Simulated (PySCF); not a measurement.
| atom | x (Å) | y (Å) | z (Å) |
| --- | --- | --- | --- |
| C | -1.0222 | -1.6818 | 0.1511 |
| C | 0.3118 | -1.0457 | 0.0526 |
| C | 0.5452 | 0.2694 | -0.0322 |
| Si | -0.7933 | 1.6243 | -0.0816 |
| C | 1.8845 | 0.7909 | -0.1922 |
| O | 2.1993 | 1.8344 | -0.6712 |
| Cl | 3.1856 | -0.2603 | 0.4512 |
| H | -1.8206 | -0.9486 | 0.2112 |
| H | -1.1872 | -2.3199 | -0.7174 |
| H | -1.0534 | -2.3251 | 1.0305 |
| H | 1.1463 | -1.7386 | 0.0232 |
| H | -0.1752 | 2.9403 | -0.0486 |
| H | -1.6399 | 1.4342 | 1.1019 |
| H | -1.5815 | 1.4260 | -1.3008 |

Geometry: GFN2-xTB.

Method: PySCF, PBE0/pcSseg-1, SCF density, gas phase, non-relativistic.

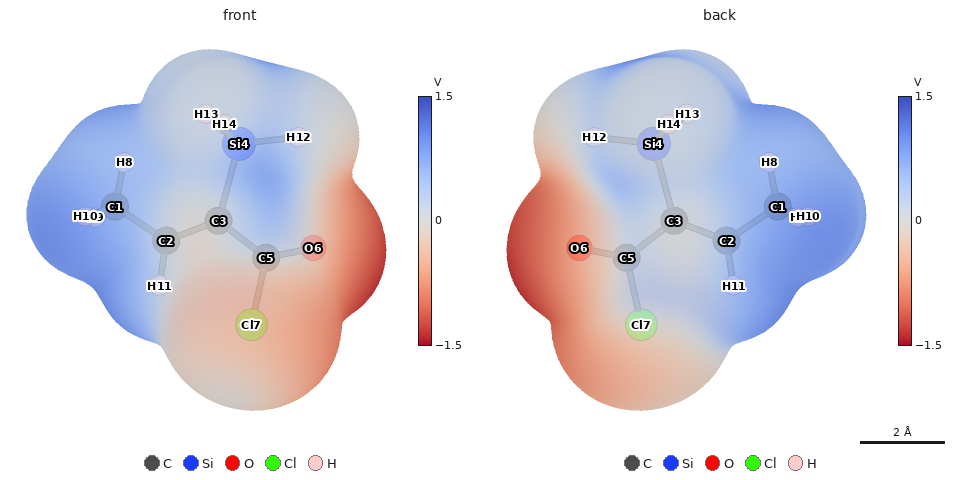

C₄H₇ClOSi. The electrostatic potential painted on the density surface at 0.001 e/bohr³, seen from the front and from behind; the colour scale runs from red (negative) to blue (positive).

> Where is the surface potential most negative and most positive?

The most negative region (about −1.4 V) lies over O6, the most positive (about +1.0 V) over the C, H and Si atoms. O6 is the likeliest acceptor of a hydrogen bond.
